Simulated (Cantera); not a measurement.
Charge: 1 mol Fe, 0.13 mol CO, 6.1 mol H₂, at 0.0220 bar.

Cantera equilibrium calculation (NASA polynomials, part measured and part estimated; ideal gas, pure solids and liquids). Candidate condensed phases: C, C₆H₆, C₇H₈, C₈H₁₈, Fe, Fe(CO)₅, FeO, Fe(OH)₂, Fe(OH)₃, Fe₂O₃, Fe₃O₄, H₂O; 114 gas species. Kinetics and transport are ignored.

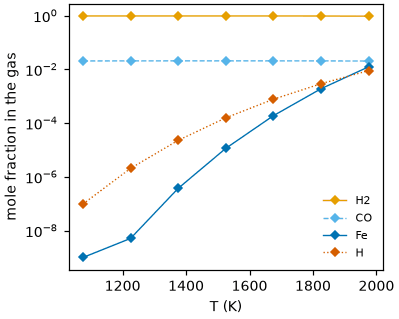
Figure: Equilibrium gas composition (values under 1e-9 drawn at 1e-9)

Read off the mole fractions at 1975 K.

H₂ about 0.96, CO about 0.021, Fe about 0.012, H about 0.0090.
